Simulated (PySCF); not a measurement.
# BH2 (boron dihydride): levels of theory compared

Wanted: a comparison of 6 runs (UB2PLYP/cc-pVDZ, UB3LYP/cc-pVDZ, UM06-2X/cc-pVDZ, UPBE0/cc-pVDZ, UCCSDT/cc-pVDZ, UCCSD(T)/cc-pVDZ) of BH2 (boron dihydride). Input form: a Python script.

The results are computed with PySCF 2.14.0.

4 further runs of the same task are left out: 4 set aside as unsound or not needed.

## 1. The molecule

BH2: 3 atoms, total charge 0, spin state doublet. As SMILES, `[BH2]`. The B1–H2 distance was set to 2.550 Å, away from the relaxed value. At this shape a bond of the SMILES string is far longer than usual.

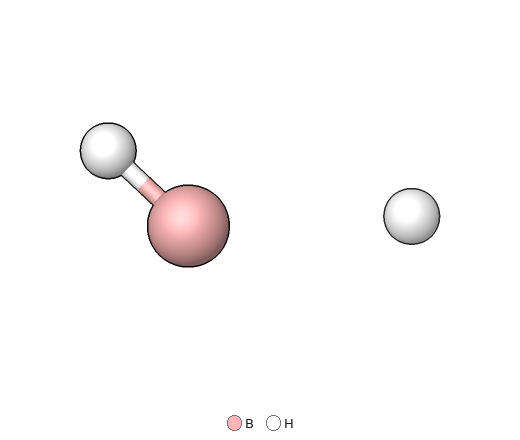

The structure, seen from a chosen angle (boron pink, hydrogen white).

## 2. The energy at UB2PLYP/cc-pVDZ (run 1)

The input, input.py:

```python
from pyscf import gto, dft, mp

mol = gto.M(
    atom='''
B        0.242223      -1.548125      -0.030172
H        0.280020       0.985320       0.260980
H       -0.563477      -2.200985      -0.548442
''',
    charge=0,
    spin=1,
    basis='cc-pvdz',
    max_memory=1860,
    verbose=3,
)

mf = dft.UKS(mol)
mf.xc = '0.53*HF + 0.47*B88, 0.73*LYP'
mf.grids.level = 5
mf.conv_tol = 1e-10
mf.kernel()
if not mf.converged:
    mf = mf.newton().run(mf.mo_coeff, mf.mo_occ)

pt = mp.MP2(mf, frozen=1).run()
e_tot = mf.e_tot + 0.27 * pt.e_corr
print('PT2 part  %.8f' % (0.27 * pt.e_corr))
print('E(%s) = %.9f' % ('B2PLYP', e_tot))
```

The run is started by

```console
OMP_NUM_THREADS=1 python input.py
```

What it wrote:

```text
converged SCF energy = -25.7405946667116  <S^2> = 1.0551757  2S+1 = 2.2848857
E(UMP2) = -25.8084706718711  E_corr = -0.0678760051595284
E(SCS-UMP2) = -25.8173662655836  E_corr = -0.0767715988719664
PT2 part  -0.01832652
E(B2PLYP) = -25.758921188
```

Run time: 3.3 s. Hardware: 1 thread of Arm Neoverse V1, shared host; peak memory 0.19 GiB.

## 3. A single-point energy at UB3LYP/cc-pVDZ (run 2)

The input, mol.xyz:

```xyz
3
BH2
B      0.242223    -1.548125    -0.030172
H      0.280020     0.985320     0.260980
H     -0.563477    -2.200985    -0.548442
```

The input, input.py:

```python
from pyscf import gto, dft

mol = gto.M(
    atom='mol.xyz',
    verbose=4,
    max_memory=1860,
    spin=1,
    basis='cc-pvdz',
)

mf = dft.UKS(mol, xc='b3lyp')
mf.grids.level = 5
mf.conv_tol = 1e-10
mf.kernel()
if not mf.converged:
    mf = mf.newton().run(mf.mo_coeff, mf.mo_occ)

e_tot = mf.e_tot
print('E(%s) = %.9f' % ('B3LYP', e_tot))
```

The run is started by

```console
OMP_NUM_THREADS=1 python input.py
```

What it wrote:

```text
PySCF version 2.14.0

[INPUT] num. atoms = 3
[INPUT] num. electrons = 7
[INPUT] charge = 0
[INPUT] spin (= nelec alpha-beta = 2S) = 1
[INPUT] symmetry False subgroup None
[INPUT] Mole.unit = angstrom
[INPUT] Symbol           X                Y                Z      unit          X                Y                Z       unit  Magmom
[INPUT]  1 B      0.242223000000  -1.548125000000  -0.030172000000 AA    0.457735131071  -2.925532256592  -0.057016816630 Bohr   0.0
[INPUT]  2 H      0.280020000000   0.985320000000   0.260980000000 AA    0.529161109401   1.861984945056   0.493180723989 Bohr   0.0
[INPUT]  3 H     -0.563477000000  -2.200985000000  -0.548442000000 AA   -1.064817207492  -4.159258854276  -1.036405175209 Bohr   0.0

nuclear repulsion = 3.47566376700449
number of shells = 11
number of NR pGTOs = 40
number of NR cGTOs = 24
basis = cc-pvdz
ecp = {}

[... 83 lines left out ...]
converged SCF energy = -25.8034313416798  <S^2> = 0.94591604  2S+1 = 2.1871589
E(B3LYP) = -25.803431342
```

Wall time 3.3 s (1 thread of Arm Neoverse V1, shared host); peak memory 0.19 GiB.

Runs 3 to 5 aren't shown in full; the table further down has their settings and results.

## 4. A single-point energy at UCCSD(T)/cc-pVDZ (run 6)

The input, run.py:

```python
from pyscf import gto, scf, cc

mol = gto.M(
    atom='''
B    0.242223  -1.548125  -0.030172
H    0.280020   0.985320   0.260980
H   -0.563477  -2.200985  -0.548442
''',
    verbose=3,
    max_memory=1860,
    spin=1,
    basis='cc-pvdz',
)

calc0 = scf.UHF(mol)
calc0.conv_tol = 1e-10
calc0.kernel()
if not calc0.converged:
    calc0 = calc0.newton().run(calc0.mo_coeff, calc0.mo_occ)

mycc = cc.CCSD(calc0, frozen=1)
mycc.kernel()
e_t = mycc.ccsd_t()
energy = mycc.e_tot + e_t
print('E(%s) = %.9f' % ('CCSD(T)', energy))
```

The run is started by

```console
OMP_NUM_THREADS=1 python run.py
```

What it wrote:

```text
converged SCF energy = -25.6332301587948  <S^2> = 1.2081335  2S+1 = 2.415064
E(UCCSD) = -25.71174328261912  E_corr = -0.07851312382427264
UCCSD(T) correction = -0.00171142665553376
E(CCSD(T)) = -25.713454709
```

Run time: 1.2 s. Hardware: 1 thread of Arm Neoverse V1, shared host; peak memory 0.12 GiB.

## 5. The series

```
run             level  frozen core orbitals  integration grid  energy (Eh)  dipole moment (D) of the reference  HOMO energy (eV)  LUMO energy (eV)  wall time
  1   UB2PLYP/cc-pVDZ                     1                 5   -25.758921                                1.67             -8.01             -0.88      3.3 s
  2    UB3LYP/cc-pVDZ                     –                 5   -25.803431                                1.83             -6.62             -2.81      3.3 s
  3   UM06-2X/cc-pVDZ                     –                 5   -25.777797                                1.74             -7.71             -1.56      5.1 s
  4     UPBE0/cc-pVDZ                     –                 5   -25.751116                                1.66             -6.86             -2.39        3 s
  5    UCCSDT/cc-pVDZ                     1                 –   -25.714448                                1.41            -10.11              1.58        9 s
  6  UCCSD(T)/cc-pVDZ                     1                 –   -25.713455                                1.41            -10.11              1.58      1.2 s
```

## 6. Summary of results

```
                                                         quantity         value
                                              run 6: total energy  -25.71345 Eh
                      run 6: dipole moment (Hartree–Fock density)        1.41 D
run 6: HOMO energy (Hartree–Fock orbitals) (highest over α and β)     -10.11 eV
 run 6: LUMO energy (Hartree–Fock orbitals) (lowest over α and β)       1.58 eV
                run 6: correlation energy (1 core orbital frozen)     -80.2 mEh
                                            run 6: (T) correction     -1.71 mEh
                         run 6: ⟨S²⟩ of the reference determinant         1.208
                                             run 6: T1 diagnostic         0.086
```

What this shows: Over runs 1, 2, 3, 4 the dipole moment (its size) runs from 1.66 D (UPBE0/cc-pVDZ) to 1.83 D (UB3LYP/cc-pVDZ). Totals of different functionals can't be ranked against each other. Spin contamination of the reference: run 5 ⟨S²⟩ = 1.21, run 6 ⟨S²⟩ = 1.21, run 1 ⟨S²⟩ = 1.06, run 4 ⟨S²⟩ = 1.02, run 3 ⟨S²⟩ = 0.95, run 2 ⟨S²⟩ = 0.95. All runs together took 25 s, the longest 9 s.
